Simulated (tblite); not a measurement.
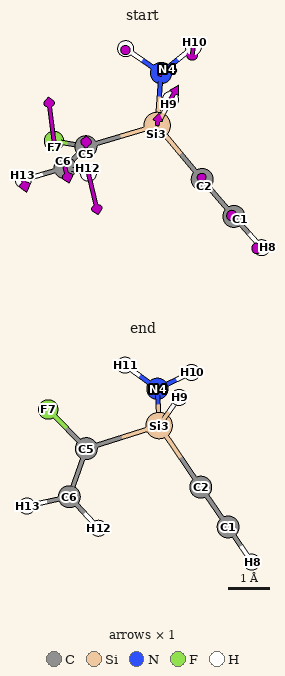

The structure of C4H6FNSi before (top) and after (bottom) a relaxation, at one scale. The purple arrows give the displacements, at their true length.

Style: ball-and-stick. Shown at a tilt.

Theory: GFN2-xTB geometry optimisation, gas phase in tblite. 

Question: What changed between the two?

Answer: After 129 geometry steps the energy has fallen by 12.0 kcal/mol. The atom that moves furthest after the best rigid fit is F7 (1.63 Å). Largest moves by element: F 1.63 Å, H 1.52 Å, C 0.55 Å, Si 0.34 Å, N 0.13 Å. Near-neighbour distances that change, for instance: Si3–N4 1.818 → 1.717 Å, Si3–C5 1.831 → 1.898 Å, C2–Si3 1.787 → 1.851 Å, N4–H11 1.058 → 1.007 Å. Bond angles that change, for instance: Si3–N4–H10 108.4° → 120.7°, Si3–N4–H11 108.8° → 119.5°, N4–Si3–H9 106.9° → 117.1°. Groups turn about Si3–C5 by about 65°.
